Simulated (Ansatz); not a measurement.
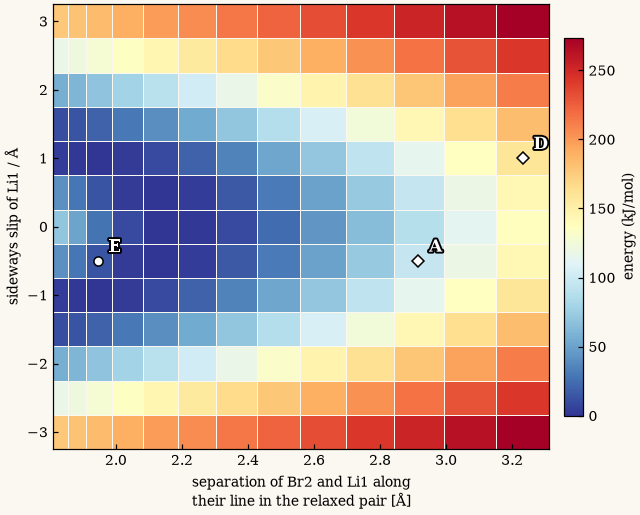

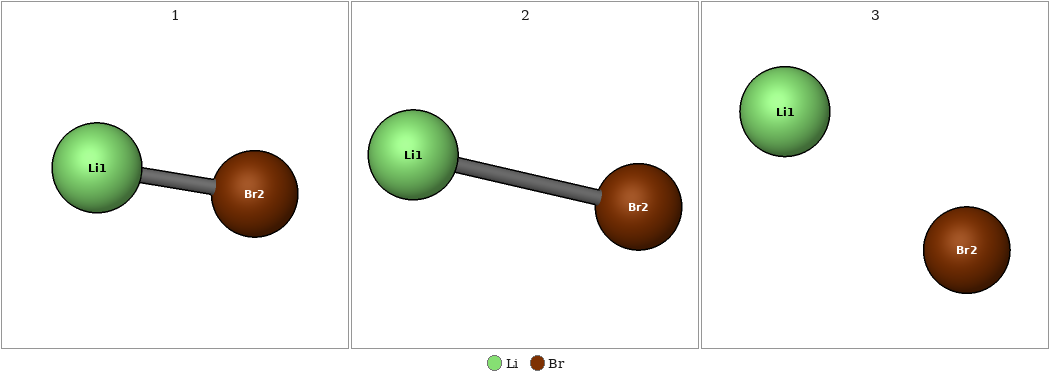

BrLi. Coordinates scanned: (1) separation of Br2 and Li1 along their line in the relaxed pair; (2) sideways slip of Li1. Nothing is relaxed (both partners rigid). The scan uses a 13 × 13 grid; 91 points were computed and 78 follow by symmetry. Points are written as (first, second). Energies: kJ/mol, counted from the lowest grid point. These are results of RKS wB97X-V/def2-TZVPD (Ansatz), not measurements.

The picture shows one coloured cell a grid point, lettered points. The numbered pictures are the structures at these points, in random order.

Q: Which structure belongs to which point?

A: A is structure 2: (2.916 Å, −0.5 Å), 95 kJ/mol; D is structure 3: (3.232 Å, 1.0 Å), 159 kJ/mol; E is structure 1: (1.945 Å, −0.5 Å), 13 kJ/mol.
